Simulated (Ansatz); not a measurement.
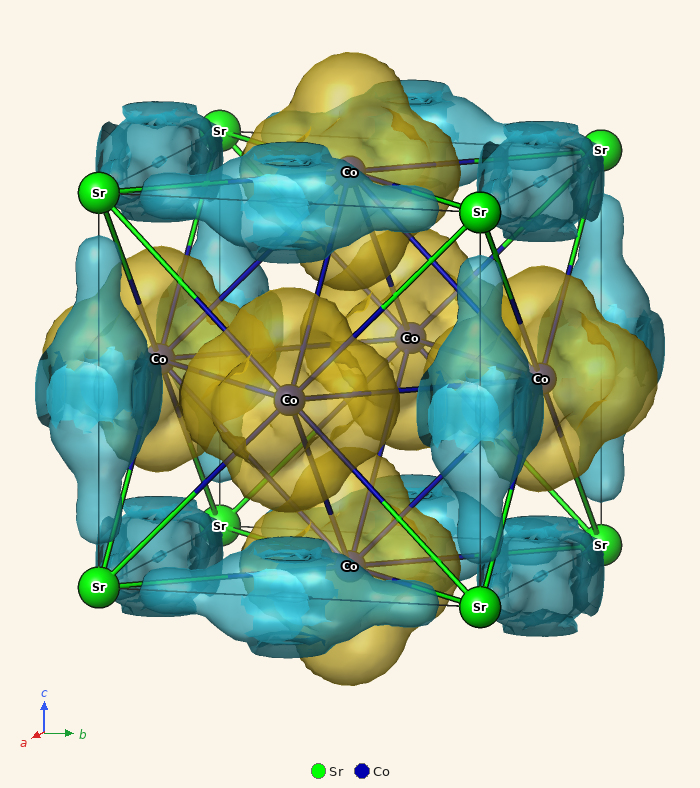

*SrCo₃. Isosurfaces of the spin density (up minus down) at +0.03 (yellow) and −0.03 e/Å³ (cyan), seen at an oblique angle. Sticks mark near contacts.*

Space group Pm-3m; started from the AuCu3 prototype, which need not be the ambient phase; computed pressure about 7 GPa in this cell; spin-polarised.

These are results of DFT HSE06, scalar-relativistic, plane waves, PAW (Ansatz), not measurements.

In a PAW calculation such maps are meaningful between the atoms, not at the nuclei.

> Describe the spin distribution.

The spin density sits on Co: +1.7 μB (×3) in one cell of 4 atoms, with smaller moments on other sites: Sr (up to −0.16 μB): parallel main moments (a ferromagnetic arrangement) in this solution. The cell of the calculation (4 atoms) carries 4.4 μB of net spin moment.
